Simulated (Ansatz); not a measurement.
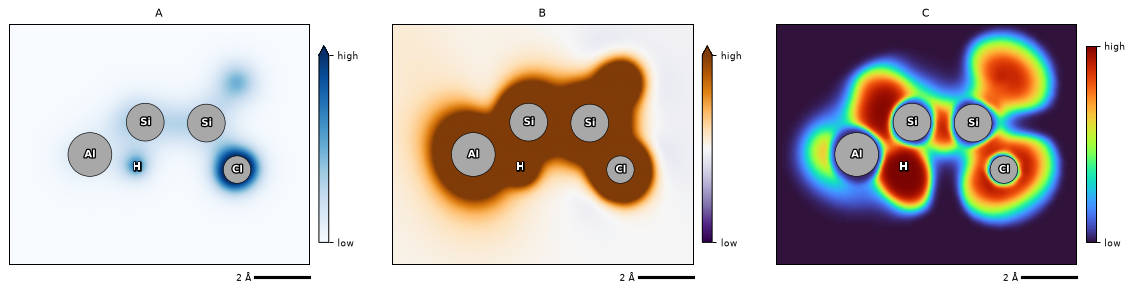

AlCl₂H₃SSi₂: 3 fields on the plane of atoms Si2, Si4 and Cl5, with unlabelled colour scales. Grey discs cover the atomic cores.

All numbers below come from RKS B3LYP/def2-SVP in Ansatz.

```yaml
atoms:
  - { symbol: Al, position_ang: [0.0937, -2.7042, 0.4298] }
  - { symbol: Si, position_ang: [0.2222, -0.3285, 0.4851] }
  - { symbol: S, position_ang: [1.8954, 1.0057, -0.1689] }
  - { symbol: Si, position_ang: [-0.1004, 1.6505, -0.5664] }
  - { symbol: Cl, position_ang: [-0.6378, 1.8391, -2.5527] }
  - { symbol: Cl, position_ang: [-0.7372, 3.3460, 0.4272] }
  - { symbol: H, position_ang: [-1.3764, -3.2521, 0.5703] }
  - { symbol: H, position_ang: [0.0524, -1.3932, -0.8336] }
  - { symbol: H, position_ang: [1.4712, -3.4675, 0.3821] }
```

The panels show electron density, electron localisation function and electrostatic potential in some order. Assign them.

Answer. Panel A: electron density. Panel B: electrostatic potential (strongly positive close to the atoms and fading to about zero outside). Panel C: electron localisation function. From the grid: Si–Cl (2.07 Å): the density is about 0.84 e/Å³ at the midpoint; the ELF peaks at about 0.90 between the atoms, as expected for a shared but strongly polarised pair. Si–Si (2.26 Å): ρ at the midpoint is about 0.62 e/Å³; the ELF peaks at about 0.90 between the atoms: localised, covalent bonding.
